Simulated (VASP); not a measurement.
Band structure of Ta (space group Fd-3m). All values below come from PBE GGA, VASP's PBE PAW potentials (set 64) (plane waves; VASP).

Unless said otherwise, spin-orbit coupling is left out, though it shifts the bands of the heavy elements here.

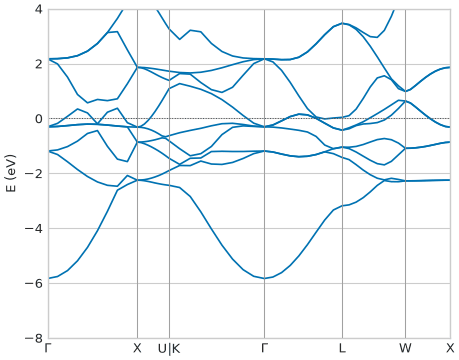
Figure: Bands along high-symmetry lines, zero at the valence-band maximum or, without a gap, the Fermi level

**Question.** Read the plot: is there a gap, and where are the band edges?

**Answer.** It has no gap at this level: it comes out as a metal or semimetal.

The structure was generated: Ta was put into an ordered model structure, which need not be its known phase. The cell was not relaxed at this level.
